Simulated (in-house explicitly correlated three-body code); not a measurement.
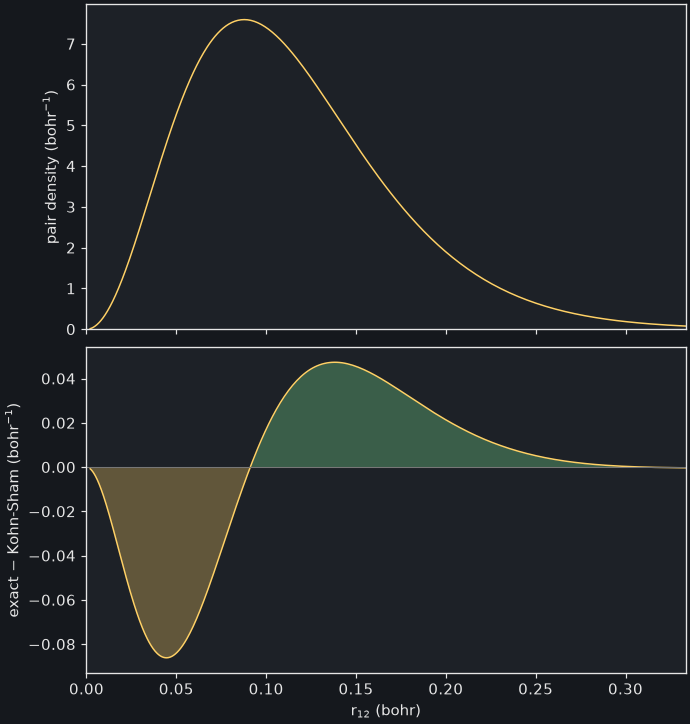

Two electrons around a point charge Z = 19.508. Computed variationally in 260 exponentially correlated functions with an in-house code, non-relativistic, converged to about 10⁻⁸ of the energy. The plot shows the distribution of the distance r₁₂ between the electrons in the ground state (one pair, times 4πr₁₂²) and its difference from that of the Kohn-Sham determinant with the same density, the Coulomb hole.

Q: Describe both curves.

A: The pair density peaks near r₁₂ = 0.088 bohr, and ⟨r₁₂⟩ = 0.1149 bohr. Correlation takes weight from short distances: the hole is deepest (−0.086 bohr⁻¹) near 0.045 bohr and first changes sign near 0.091 bohr, moving 0.45 % of the pair outwards. The mean cosine of the angle between the electrons is −0.00682, and the density-functional correlation energy is −46.14 millihartree.
